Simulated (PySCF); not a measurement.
# C6H9B: the cost of one run

Computed with PySCF 2.14.0, with density-fitted response routines of our own, on a single molecule, in the gas phase or a continuum. Atoms count from 0, in the outputs and in this text.

## (1) The molecule as given

16 atoms, charge 0, multiplicity 1; geometry from: GFN2-xTB. The atoms were then displaced at random by about 0.01 Å, so the start is not that level's minimum.

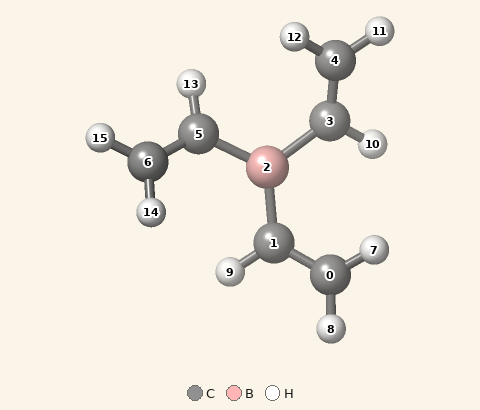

As it starts; carbon grey, boron pink, hydrogen white, atoms numbered.

## (2) Geometry optimisation at PBE0-D3(BJ)/def2-TZVP

The job: settings as JSON, then the geometry in Å.

```
{"job": {"xc": "PBE0", "basis": "def2-TZVP", "d3": "d3bj", "grid": 2, "shake": 0.01, "kind": "geom"}, "charge": 0, "multiplicity": 1}
C     -1.940090    -1.581770    -0.374200
C     -1.457760    -0.337640    -0.518800
B      0.012420     0.044460    -0.253400
C      1.173580    -1.042310    -0.312800
C      2.315310    -0.972720     0.296710
C      0.406120     1.524460     0.086740
C     -0.420060     2.420890     0.592030
H     -1.335380    -2.385330    -0.074530
H     -3.006400    -1.774750    -0.522650
H     -2.144790     0.449900    -0.800240
H      0.932300    -1.956640    -0.859830
H      3.059530    -1.755330     0.278170
H      2.561770    -0.096160     0.889680
H      1.419050     1.843380    -0.060140
H     -1.465960     2.172980     0.796400
H     -0.128710     3.444210     0.847590
```

Run with:

```console
OMP_NUM_THREADS=1 python probes_run.py task.json out
```

The driver reads the jobs from task.json and runs them one after another.

**Question.** How long does this first job take on 1 thread of AMD EPYC 9R45, shared host, and how much memory does it need?

About 3 min, with a peak of 1.3 GiB.
